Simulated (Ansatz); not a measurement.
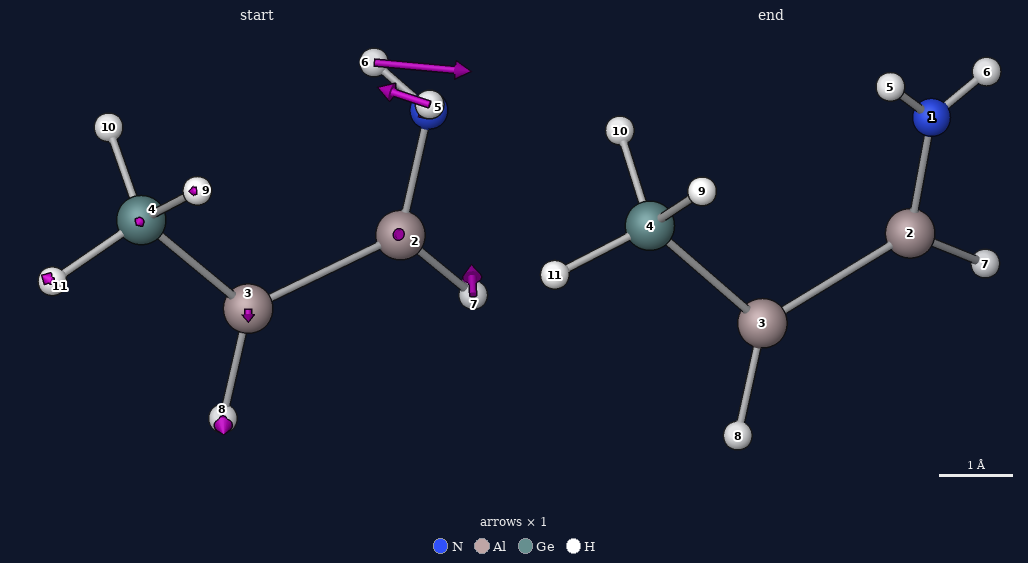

The structure of Al2GeNH7 (coarse preliminary run) before (left) and after (right) a relaxation, at one scale. The purple arrows give the displacements, at their true length.

A ball-and-stick model, seen at a tilt.

The start comes from a force field.

Theory: RKS PBE-D4/def2-SVP in Ansatz 0.2.0.

Input file:
```yaml
crystal:
  periodic: [false, false, false]
  atoms:
    - {symbol: N, position_ang: [0.005500, 2.591600, -0.024200]}
    - {symbol: Al, position_ang: [1.216300, 1.440200, 0.756300]}
    - {symbol: Al, position_ang: [0.847000, -1.007000, 0.540600]}
    - {symbol: Ge, position_ang: [-0.989700, -1.840200, -0.659000]}
    - {symbol: H, position_ang: [-0.972900, 2.393200, 0.354300]}
    - {symbol: H, position_ang: [-0.086800, 2.410600, -1.052400]}
    - {symbol: H, position_ang: [2.510900, 2.022300, 1.547800]}
    - {symbol: H, position_ang: [1.960700, -2.008900, 1.202500]}
    - {symbol: H, position_ang: [-2.351500, -1.317100, 0.070200]}
    - {symbol: H, position_ang: [-1.013000, -1.341300, -2.095400]}
    - {symbol: H, position_ang: [-1.061200, -3.400400, -0.620300]}
basis:
  gaussian: {orbitals: def2-SVP}
hamiltonian: {xc: pbe, dispersion: d4}
relax: {f_tol: 0.03, max_steps: 200}
```

Command:
```bash
ansatz run in.yaml --threads 4 --pin off --events-out ev --progress --plain --max-ram 10444MiB
```

Describe what moved and what it gained.

Answer. Over 11 accepted moves (13 points after the start) the energy falls by 0.954 eV. The largest force component goes from 1.5 to 0.018 eV/Å. The line search rejected the trial steps at points 9, 12 of the run. H6 moves most after the best rigid fit: 1.38 Å. By element the largest moves are H 1.38 Å, N 0.21 Å, Al 0.20 Å, Ge 0.13 Å. Near-neighbour distances that change, for instance: Al3–Ge4 2.347 → 2.499 Å, Al2–Al3 2.484 → 2.592 Å, Ge4–H9 1.631 → 1.563 Å, N1–Al2 1.844 → 1.795 Å. Bond angles that change, for instance: Al2–N1–H5 109.6° → 125.1°, Al2–N1–H6 111.4° → 125.4°, Al3–Al2–H7 120.9° → 131.1°.
